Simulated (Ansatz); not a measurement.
# C3H9NOSn: a spread of methods and bases

Aim: run C3H9NOSn under a spread of inputs, and see what each costs and gives.

Program: Ansatz 0.2.0, Gaussian basis. Level of theory: the settings change from run to run. These are calculated values, not measurements.

1 further run of the same task is left out (for a known fault of the program). Runs told in other sessions of the task aren't counted.

### 1 The geometry

The structure was relaxed beforehand with PBE0-D4 in a triple-zeta def2 set. Sn takes a core potential in def2 sets; no spin-orbit term is included.

15 atoms, charge 0, spin multiplicity 1.

Atoms are counted from 1 here; the program's logs count them from 0.

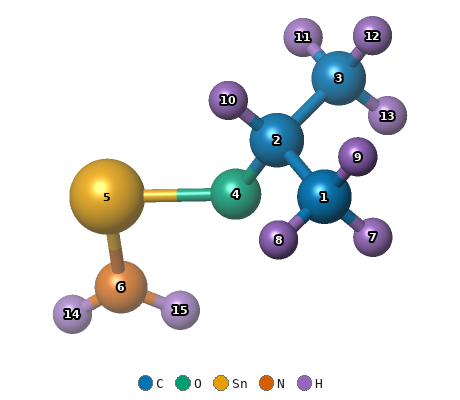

The structure; carbon blue, oxygen teal, tin amber, nitrogen orange, hydrogen purple; atoms are numbered from 1 in the order of the file.

Coordinates:

```xyz
15

C    -0.8928   -1.6597   -0.1646
C     0.3327   -0.7701   -0.0607
C     1.0905   -0.6997   -1.3739
O    -0.0654    0.5268    0.3152
Sn    0.5234    1.4067    1.9963
N    -0.5417    3.0404    1.5361
H    -1.5858   -1.2507   -0.9044
H    -1.4126   -1.7105    0.7947
H    -0.6210   -2.6751   -0.4652
H     1.0068   -1.2070    0.6982
H     1.9768   -0.0695   -1.2722
H     1.4080   -1.6931   -1.7020
H     0.4521   -0.2646   -2.1472
H    -0.6094    3.8768    2.0925
H    -1.0834    3.0985    0.6865
```

### 2 r2SCAN0/def2-mTZVP

Set apart from the defaults: charge -1, multiplicity 2, restricted open-shell orbitals, atoms shaken by 0.08 Å, D4 dispersion, the search for lower states set to full.

The input, in.yaml:

```yaml
crystal:
  periodic: [false, false, false]
  atoms:
    - {symbol: C, position_ang: [-0.781783, -1.727272, -0.181176]}
    - {symbol: C, position_ang: [0.284252, -0.725835, -0.079095]}
    - {symbol: C, position_ang: [1.114046, -0.701277, -1.269842]}
    - {symbol: O, position_ang: [-0.070763, 0.606995, 0.265428]}
    - {symbol: Sn, position_ang: [0.616036, 1.360965, 2.035027]}
    - {symbol: N, position_ang: [-0.578615, 3.143781, 1.491171]}
    - {symbol: H, position_ang: [-1.499505, -1.191440, -0.947230]}
    - {symbol: H, position_ang: [-1.511784, -1.719456, 0.779289]}
    - {symbol: H, position_ang: [-0.436896, -2.743385, -0.428683]}
    - {symbol: H, position_ang: [0.953089, -1.273346, 0.699857]}
    - {symbol: H, position_ang: [1.959345, -0.024865, -1.275473]}
    - {symbol: H, position_ang: [1.400936, -1.630328, -1.689499]}
    - {symbol: H, position_ang: [0.581661, -0.258660, -2.214094]}
    - {symbol: H, position_ang: [-0.570834, 3.797213, 2.143920]}
    - {symbol: H, position_ang: [-1.152602, 3.127972, 0.623902]}
basis:
  gaussian: {orbitals: def2-mTZVP}
total_charge: -1
magnetization: {spin_polarized: false, initial_magnetization: 1}
hamiltonian: {xc: {name: r2SCAN0}, dispersion: d4}
scf: {lower_state_search: full}
output: {forces: true}
```

Started as:

```
> ansatz run in.yaml --threads 4 --pin off --events-out ev --progress --plain --max-ram 11315MiB
```

Standard output, shortened:

```text
Functional definition: r2SCAN0
  name "r2SCAN0"
  cite "Bursch, Neugebauer, Ehlert & Grimme, J. Chem. Phys. 156, 134105 (2022) doi:10.1063/5.0086040"
  cite "Furness, Kaplan, Ning, Perdew & Sun, J. Phys. Chem. Lett. 11, 8208 (2020) doi:10.1021/acs.jpclett.0c02405"
  cite "Furness, Kaplan, Ning, Perdew & Sun, J. Phys. Chem. Lett. 11, 9248 (2020) doi:10.1021/acs.jpclett.0c03077"
  parent r2scan
[...]
1650 factors; integrals over basis functions are off by at most 1.2e-3 eV
[...]
mean field -12624.80629454 eV, -463.9530739232 hartree, gradient 2.1e-5 eV, S^2 0.750000; 8 other end points of the search recorded, 0 dependent functions left out
[...]
reference -12624.80631190 eV, -463.9530745611 hartree; 33, 32 occupied and 130, 131 virtual orbitals, 1650 factors
Total energy: -12624.92287203 eV, -463.9573580669 hartree
Atom 0 at    -0.781783    -1.727272    -0.181176 Å, force    -5.166997     1.717648     0.335192 eV/Å
Atom 1 at     0.284252    -0.725835    -0.079095 Å, force     2.176960     0.473983     3.132313 eV/Å
Atom 2 at     1.114046    -0.701277    -1.269842 Å, force    -0.262320     1.985338    -4.439715 eV/Å
Atom 3 at    -0.070763     0.606995     0.265428 Å, force    -0.312825    -2.363006    -0.814406 eV/Å
Atom 4 at     0.616036     1.360965     2.035027 Å, force    -0.635604     1.237398     0.037849 eV/Å
Atom 5 at    -0.578615     3.143781     1.491171 Å, force     0.898796    -5.426320    -3.869989 eV/Å
Atom 6 at    -1.499505    -1.191440    -0.947230 Å, force     0.965113    -1.880856     0.739026 eV/Å
Atom 7 at    -1.511784    -1.719456     0.779289 Å, force     2.120507    -0.273271    -1.916722 eV/Å
Atom 8 at    -0.436896    -2.743385    -0.428683 Å, force    -0.363900     0.573156    -0.099678 eV/Å
Atom 9 at     0.953089    -1.273346     0.699857 Å, force    -0.292018     1.347983    -0.317383 eV/Å
Atom 10 at     1.959345    -0.024865    -1.275473 Å, force     0.349859    -0.118905     0.837201 eV/Å
Atom 11 at     1.400936    -1.630328    -1.689499 Å, force     0.606738    -1.348525     0.196323 eV/Å
Atom 12 at     0.581661    -0.258660    -2.214094 Å, force     0.035039    -0.519009     1.721274 eV/Å
Atom 13 at    -0.570834     3.797213     2.143920 Å, force    -0.788897     4.029322     2.780765 eV/Å
Atom 14 at    -1.152602     3.127972     0.623902 Å, force     0.669549     0.565064     1.677948 eV/Å
Dipole moment:     0.087526    -0.532408    -0.242286 e Å
```

It took 40 s on 4 threads of Arm Neoverse V2, shared host.

Largest force 6.725 eV/Å.

### 3 SVWN5/x2c-TZVPPall

Options: the search for lower states set to full.

The input, in.yaml:

```yaml
crystal:
  periodic: [false, false, false]
  atoms:
    - {symbol: C, position_ang: [-0.892785, -1.659653, -0.164644]}
    - {symbol: C, position_ang: [0.332662, -0.770095, -0.060732]}
    - {symbol: C, position_ang: [1.090504, -0.699726, -1.373916]}
    - {symbol: O, position_ang: [-0.065431, 0.526764, 0.315245]}
    - {symbol: Sn, position_ang: [0.523450, 1.406699, 1.996344]}
    - {symbol: N, position_ang: [-0.541661, 3.040425, 1.536053]}
    - {symbol: H, position_ang: [-1.585830, -1.250677, -0.904410]}
    - {symbol: H, position_ang: [-1.412603, -1.710519, 0.794722]}
    - {symbol: H, position_ang: [-0.621043, -2.675057, -0.465208]}
    - {symbol: H, position_ang: [1.006831, -1.207011, 0.698186]}
    - {symbol: H, position_ang: [1.976836, -0.069493, -1.272162]}
    - {symbol: H, position_ang: [1.407976, -1.693104, -1.701985]}
    - {symbol: H, position_ang: [0.452124, -0.264590, -2.147188]}
    - {symbol: H, position_ang: [-0.609416, 3.876810, 2.092543]}
    - {symbol: H, position_ang: [-1.083414, 3.098526, 0.686451]}
basis:
  gaussian: {orbitals: x2c-TZVPPall}
hamiltonian: {xc: {name: SVWN5}}
scf: {lower_state_search: full}
output: {forces: true}
```

The command is unchanged.

Standard output, shortened:

```text
Functional definition: SVWN5
  name "SVWN5"
  cite "Dirac, Proc. Camb. Phil. Soc. 26, 376 (1930) doi:10.1017/S0305004100016108"
  cite "Slater, Phys. Rev. 81, 385 (1951) doi:10.1103/PhysRev.81.385"
  cite "Vosko, Wilk & Nusair, Can. J. Phys. 58, 1200 (1980) doi:10.1139/p80-159"
[...]
1945 factors; their error is unknown
[...]
mean field -174657.49472473 eV, -6418.5445440318 hartree, gradient 3.5e-5 eV, S^2 0.000000; 2 other end points of the search recorded, 0 dependent functions left out
[...]
reference -174657.49477133 eV, -6418.5445457444 hartree; 46, 46 occupied and 295, 295 virtual orbitals, 1945 factors
Total energy: -174657.49477133 eV, -6418.5445457444 hartree
Relativity: scalar
Atom 0 at    -0.892785    -1.659653    -0.164644 Å, force     0.440701     0.319023     0.043267 eV/Å
Atom 1 at     0.332662    -0.770095    -0.060732 Å, force    -0.238857     0.045199    -0.354288 eV/Å
[...]
Atom 5 at    -0.541661     3.040425     1.536053 Å, force     0.297988    -0.455496     0.130403 eV/Å
Atom 6 at    -1.585830    -1.250677    -0.904410 Å, force    -0.160409     0.133416    -0.206778 eV/Å
Atom 7 at    -1.412603    -1.710519     0.794722 Å, force    -0.119404     0.004023     0.243413 eV/Å
Atom 8 at    -0.621043    -2.675057    -0.465208 Å, force     0.085805    -0.241323    -0.083473 eV/Å
Atom 9 at     1.006831    -1.207011     0.698186 Å, force     0.178643    -0.094975     0.217668 eV/Å
Atom 10 at     1.976836    -0.069493    -1.272162 Å, force     0.211793     0.164332     0.041328 eV/Å
Atom 11 at     1.407976    -1.693104    -1.701985 Å, force     0.061117    -0.253341    -0.068147 eV/Å
Atom 12 at     0.452124    -0.264590    -2.147188 Å, force    -0.198092     0.115103    -0.183933 eV/Å
Atom 13 at    -0.609416     3.876810     2.092543 Å, force    -0.002056     0.357767     0.283011 eV/Å
Atom 14 at    -1.083414     3.098526     0.686451 Å, force    -0.234227    -0.032298    -0.414534 eV/Å
Dipole moment:     0.057192     0.095325     0.172091 e Å
```

Run time: 6 s. Hardware: 4 threads of Arm Neoverse V2, shared host.

Largest force 0.560 eV/Å, dipole 0.98 D.

### 4 RPA/def2-TZVPP

in.yaml, as its differences from that of step 3:

```diff
@@ -19,5 +19,4 @@
 basis:
-  gaussian: {orbitals: x2c-TZVPPall}
-hamiltonian: {xc: {name: SVWN5}}
-scf: {lower_state_search: full}
-output: {forces: true}
+  gaussian: {orbitals: def2-TZVPP}
+hamiltonian: {xc: {name: HF}}
+correlation: {method: rpa}
```

The command is unchanged.

Standard output:

```text
Functional definition: HF
  name "HF"
  cite "Fock, Z. Phys. 61, 126 (1930) doi:10.1007/BF01340294"
  parent pbe
  exchange = exact_x
  correlation = 0
2132 factors; integrals over basis functions are off by at most 9.2e-4 eV
mean field evaluation 1: about -12553.9012 eV, gradient 5.9e1 eV
mean field evaluation 2: about -12554.1867 eV, gradient 5.9e1 eV
mean field evaluation 4: about -12561.9546 eV, gradient 6.3e0 eV
mean field evaluation 8: about -12562.0956 eV, gradient 6.7e-1 eV
mean field evaluation 16: about -12562.0970 eV, gradient 1.8e-6 eV
mean field -12562.09697967 eV, -461.6485491077 hartree, gradient 1.8e-6 eV, S^2 0.000000; 0 other end points of the search recorded, 0 dependent functions left out
9 core orbitals not correlated: weight in the atoms' cores, before any rotation towards them, 1.000 or more for the frozen orbitals, at most 0.000 for the correlated occupied ones
reference -12562.09697967 eV, -461.6485491077 hartree; 23, 23 occupied and 299, 299 virtual orbitals, 2132 factors
Total energy: -12602.54177820 eV, -463.1348680394 hartree
```

It took 14 s on 4 threads of Arm Neoverse V2, shared host; peak memory 1.2 GiB.

### 5 RPA/def2-TZVP

Options: correlated electrons set to all.

in.yaml, as its differences from that of step 4:

```diff
@@ -19,4 +19,4 @@
 basis:
-  gaussian: {orbitals: def2-TZVPP}
+  gaussian: {orbitals: def2-TZVP}
 hamiltonian: {xc: {name: HF}}
-correlation: {method: rpa}
+correlation: {method: rpa, electrons: all}
```

The command is unchanged.

Standard output:

```text
Functional definition: HF
  name "HF"
  cite "Fock, Z. Phys. 61, 126 (1930) doi:10.1007/BF01340294"
  parent pbe
  exchange = exact_x
  correlation = 0
1928 factors; integrals over basis functions are off by at most 1.5e-3 eV
mean field evaluation 1: about -12553.8232 eV, gradient 5.9e1 eV
mean field evaluation 2: about -12554.0957 eV, gradient 5.9e1 eV
mean field evaluation 4: about -12561.8446 eV, gradient 6.3e0 eV
mean field evaluation 8: about -12561.9847 eV, gradient 6.7e-1 eV
mean field -12561.98611591 eV, -461.6444749395 hartree, gradient 1.6e-6 eV, S^2 0.000000; 0 other end points of the search recorded, 0 dependent functions left out
reference -12561.98611591 eV, -461.6444749395 hartree; 32, 32 occupied and 227, 227 virtual orbitals, 1928 factors
Total energy: -12607.45150681 eV, -463.3152972378 hartree
```

It took 10 s on 4 threads of Arm Neoverse V2, shared host; peak memory 0.86 GiB.

### 6 CAM-B3LYP/def2-TZVP

This run has atoms shaken by 0.15 Å, D3(BJ) dispersion.

The input, in.yaml:

```yaml
crystal:
  periodic: [false, false, false]
  atoms:
    - {symbol: C, position_ang: [-0.985854, -1.668809, -0.345517]}
    - {symbol: C, position_ang: [-0.108801, -0.831524, -0.043794]}
    - {symbol: C, position_ang: [0.808052, -0.846732, -1.583061]}
    - {symbol: O, position_ang: [-0.001866, 0.652935, 0.451341]}
    - {symbol: Sn, position_ang: [0.804485, 1.489433, 1.999190]}
    - {symbol: N, position_ang: [-0.665467, 3.013878, 1.511998]}
    - {symbol: H, position_ang: [-1.433507, -1.308143, -1.154534]}
    - {symbol: H, position_ang: [-1.302704, -1.719457, 1.005161]}
    - {symbol: H, position_ang: [-0.857889, -2.765100, -0.507722]}
    - {symbol: H, position_ang: [0.834769, -1.197737, 0.569228]}
    - {symbol: H, position_ang: [1.937475, -0.089114, -1.143944]}
    - {symbol: H, position_ang: [1.311751, -1.769345, -1.743527]}
    - {symbol: H, position_ang: [0.403020, -0.181652, -1.932694]}
    - {symbol: H, position_ang: [-0.480283, 4.029127, 1.964768]}
    - {symbol: H, position_ang: [-1.023145, 3.099217, 0.599513]}
basis:
  gaussian: {orbitals: def2-TZVP}
hamiltonian: {xc: {name: CAM-B3LYP}, dispersion: d3bj}
```

Same command.

Standard output, shortened:

```text
Functional definition: CAM-B3LYP
  name "CAM-B3LYP"
  cite "Yanai, Tew & Handy, Chem. Phys. Lett. 393, 51 (2004) doi:10.1016/j.cplett.2004.06.011"
  cite "Iikura, Tsuneda, Yanai & Hirao, J. Chem. Phys. 115, 3540 (2001) doi:10.1063/1.1383587"
  cite "Becke, Phys. Rev. A 38, 3098 (1988) doi:10.1103/PhysRevA.38.3098"
  cite "Lee, Yang & Parr, Phys. Rev. B 37, 785 (1988) doi:10.1103/PhysRevB.37.785"
  cite "Vosko, Wilk & Nusair, Can. J. Phys. 58, 1200 (1980) doi:10.1139/p80-159"
[...]
  # Exact exchange under (alpha + beta erf(omega r))/r, Becke's under what is left of 1/r.
[...]
1674 factors; their error is unknown
462 factors; integrals over basis functions are off by at most 1.4e-5 eV
[...]
mean field -12616.93299272 eV, -463.6637354183 hartree, gradient 6.4e-5 eV, S^2 0.000000; 0 other end points of the search recorded, 0 dependent functions left out
reference -12616.93314695 eV, -463.6637410859 hartree; 32, 32 occupied and 227, 227 virtual orbitals, 1674 factors
Total energy: -12617.22480108 eV, -463.6744591775 hartree
```

Wall time 4.7 s (4 threads of Arm Neoverse V2, shared host).

### 7 wB97/def2-SVP

Set apart from the defaults: multiplicity 3.

The input, in.yaml:

```yaml
crystal:
  periodic: [false, false, false]
  atoms:
    - {symbol: C, position_ang: [-0.892785, -1.659653, -0.164644]}
    - {symbol: C, position_ang: [0.332662, -0.770095, -0.060732]}
    - {symbol: C, position_ang: [1.090504, -0.699726, -1.373916]}
    - {symbol: O, position_ang: [-0.065431, 0.526764, 0.315245]}
    - {symbol: Sn, position_ang: [0.523450, 1.406699, 1.996344]}
    - {symbol: N, position_ang: [-0.541661, 3.040425, 1.536053]}
    - {symbol: H, position_ang: [-1.585830, -1.250677, -0.904410]}
    - {symbol: H, position_ang: [-1.412603, -1.710519, 0.794722]}
    - {symbol: H, position_ang: [-0.621043, -2.675057, -0.465208]}
    - {symbol: H, position_ang: [1.006831, -1.207011, 0.698186]}
    - {symbol: H, position_ang: [1.976836, -0.069493, -1.272162]}
    - {symbol: H, position_ang: [1.407976, -1.693104, -1.701985]}
    - {symbol: H, position_ang: [0.452124, -0.264590, -2.147188]}
    - {symbol: H, position_ang: [-0.609416, 3.876810, 2.092543]}
    - {symbol: H, position_ang: [-1.083414, 3.098526, 0.686451]}
basis:
  gaussian: {orbitals: def2-SVP}
magnetization: {spin_polarized: true, initial_magnetization: 2}
hamiltonian: {xc: {name: wB97}}
```

Same command.

Standard output, shortened:

```text
Functional definition: wB97
  name "wB97"
  cite "Chai & Head-Gordon, J. Chem. Phys. 128, 084106 (2008) doi:10.1063/1.2834918"
  cite "Becke, J. Chem. Phys. 107, 8554 (1997) doi:10.1063/1.475007"
[...]
  # The coefficients of nought are those of the uniform gas.
[...]
      + integral(e_c_pw_opposite_spin*poly(b97_u_opposite, 1, cos1, cos2, cos3, cos4))
1602 factors; their error is unknown
504 factors; integrals over basis functions are off by at most 1.6e-5 eV
[...]
mean field -12618.22523433 eV, -463.7112244213 hartree, gradient 9.1e-6 eV, S^2 2.013282; 4 other end points of the search recorded, 0 dependent functions left out
reference -12618.22522543 eV, -463.7112240943 hartree; 33, 31 occupied and 108, 110 virtual orbitals, 1602 factors
Total energy: -12618.22522543 eV, -463.7112240943 hartree
```

It took 29 s on 4 threads of Arm Neoverse V2, shared host; peak memory 0.74 GiB.

⟨S²⟩ 2.013.

### 8 MP2/def2-mTZVP

This run has unrestricted orbitals, correlated electrons set to all.

in.yaml, as its differences from that of step 7:

```diff
@@ -19,4 +19,6 @@
 basis:
-  gaussian: {orbitals: def2-SVP}
-magnetization: {spin_polarized: true, initial_magnetization: 2}
-hamiltonian: {xc: {name: wB97}}
+  gaussian: {orbitals: def2-mTZVP}
+magnetization: {spin_polarized: true, initial_magnetization: 0}
+hamiltonian: {xc: {name: HF}}
+correlation: {method: mp2, electrons: all}
+output: {forces: true}
```

Launched as before.

Standard output, shortened:

```text
Functional definition: HF
  name "HF"
  cite "Fock, Z. Phys. 61, 126 (1930) doi:10.1007/BF01340294"
  parent pbe
[...]
1649 factors; integrals over basis functions are off by at most 1.1e-3 eV
[...]
mean field -12561.07578299 eV, -461.6110208219 hartree, gradient 9.1e-7 eV, S^2 0.000000; 2 other end points of the search recorded, 0 dependent functions left out
reference -12561.07578299 eV, -461.6110208219 hartree; 32, 32 occupied and 131, 131 virtual orbitals, 1649 factors
second order -28.68354459 eV of doubles, -0.00000000 eV of singles
[...]
Total energy: -12589.75932758 eV, -462.6651216433 hartree
Atom 0 at    -0.892785    -1.659653    -0.164644 Å, force    -0.172090    -0.044356    -0.011246 eV/Å
Atom 1 at     0.332662    -0.770095    -0.060732 Å, force     0.320942    -0.783109    -0.093268 eV/Å
[...]
Atom 5 at    -0.541661     3.040425     1.536053 Å, force     0.094747    -0.150807     0.037352 eV/Å
Atom 6 at    -1.585830    -1.250677    -0.904410 Å, force     0.073528     0.001029     0.042470 eV/Å
Atom 7 at    -1.412603    -1.710519     0.794722 Å, force     0.064882     0.018377    -0.057923 eV/Å
Atom 8 at    -0.621043    -2.675057    -0.465208 Å, force    -0.004062     0.067536     0.020947 eV/Å
Atom 9 at     1.006831    -1.207011     0.698186 Å, force    -0.050608     0.054705    -0.039639 eV/Å
Atom 10 at     1.976836    -0.069493    -1.272162 Å, force    -0.070801    -0.047376     0.024799 eV/Å
Atom 11 at     1.407976    -1.693104    -1.701985 Å, force    -0.023861     0.057922     0.033185 eV/Å
Atom 12 at     0.452124    -0.264590    -2.147188 Å, force     0.013695    -0.027851     0.078874 eV/Å
Atom 13 at    -0.609416     3.876810     2.092543 Å, force    -0.024265     0.243338     0.154999 eV/Å
Atom 14 at    -1.083414     3.098526     0.686451 Å, force    -0.141731     0.003562    -0.233123 eV/Å
Dipole moment:     0.068690     0.081035     0.179895 e Å
```

Run time: 17 s. Hardware: 4 threads of Arm Neoverse V2, shared host; peak memory 0.93 GiB.

Largest force 0.851 eV/Å, dipole 1.00 D, ⟨S²⟩ 0.000.

### 9 B2PLYP/def2-TZVPP

Options: unrestricted orbitals.

in.yaml, as its differences from that of step 8:

```diff
@@ -19,6 +19,4 @@
 basis:
-  gaussian: {orbitals: def2-mTZVP}
+  gaussian: {orbitals: def2-TZVPP}
 magnetization: {spin_polarized: true, initial_magnetization: 0}
-hamiltonian: {xc: {name: HF}}
-correlation: {method: mp2, electrons: all}
-output: {forces: true}
+hamiltonian: {xc: {name: B2PLYP}}
```

The command is unchanged.

Standard output, shortened:

```text
Functional definition: B2PLYP
  name "B2PLYP"
  cite "Grimme, J. Chem. Phys. 124, 034108 (2006) doi:10.1063/1.2148954"
  cite "Becke, Phys. Rev. A 38, 3098 (1988) doi:10.1103/PhysRevA.38.3098"
  cite "Lee, Yang & Parr, Phys. Rev. B 37, 785 (1988) doi:10.1103/PhysRevB.37.785"
[...]
2132 factors; integrals over basis functions are off by at most 9.2e-4 eV
[...]
mean field -12607.81836142 eV, -463.3287788958 hartree, gradient 5.3e-6 eV, S^2 0.000000; 1 other end points of the search recorded, 0 dependent functions left out
9 core orbitals not correlated: weight in the atoms' cores, before any rotation towards them, 1.000 or more for the frozen orbitals, at most 0.000 for the correlated occupied ones
reference -12607.81857243 eV, -463.3287866505 hartree; 23, 23 occupied and 299, 299 virtual orbitals, 2132 factors
second order -42.63661389 eV of doubles, -0.00000000 eV of singles
Total energy: -12619.33045818 eV, -463.7518406487 hartree
```

Wall time 26 s (4 threads of Arm Neoverse V2, shared host); peak memory 1.6 GiB.

⟨S²⟩ 0.000.

### 10 All runs side by side

```csv
level,charge,multiplicity,geometry,functions,energy (eV),time
r2SCAN0/def2-mTZVP,-1,2,shaken,163,-12624.923,40 s
SVWN5/x2c-TZVPPall,0,1,relaxed,341,-174657.495,6 s
RPA/def2-TZVPP,0,1,relaxed,331,-12602.542,14 s
RPA/def2-TZVP,0,1,relaxed,259,-12607.452,10 s
CAM-B3LYP/def2-TZVP,0,1,shaken,259,-12617.225,4.7 s
wB97/def2-SVP,0,3,relaxed,141,-12618.225,29 s
MP2/def2-mTZVP,0,1,relaxed,163,-12589.759,17 s
B2PLYP/def2-TZVPP,0,1,relaxed,331,-12619.330,26 s
```

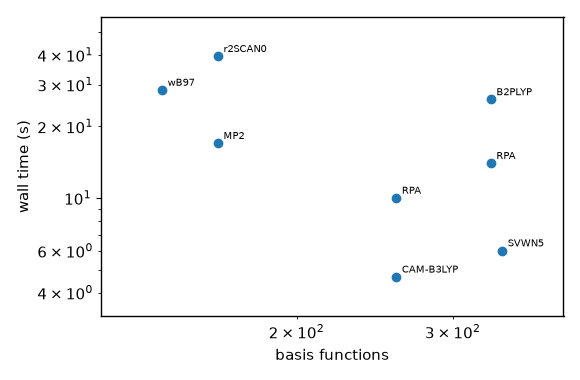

Wall time against the number of basis functions (shared host).

### 11 Summary of results

| quantity | value |
| --- | --- |
| runs | 8 |
| quickest | CAM-B3LYP/def2-TZVP, 4.7 s |
| slowest | r2SCAN0/def2-mTZVP, 40 s |
| spread of total energies, same state and geometry | 162067.7 eV |
| dipole, same state and geometry | 0.98 to 1.00 D |

What this shows: Run time spans a factor of 8, from CAM-B3LYP/def2-TZVP to r2SCAN0/def2-mTZVP. The jobs differ in tasks and options as well as level. The totals spread over 162068 eV; they can't be compared across methods or bases. Some of these runs are scalar-relativistic and others not, which shifts the totals of all-electron atoms past neon by several eV an atom and more; core potentials, where a basis has them, take the core out of the total altogether. At the PBE0-D4/def2-TZVP geometry and in the same state, the sound runs without point charges leave forces up to 0.85 eV/Å (MP2/def2-mTZVP).
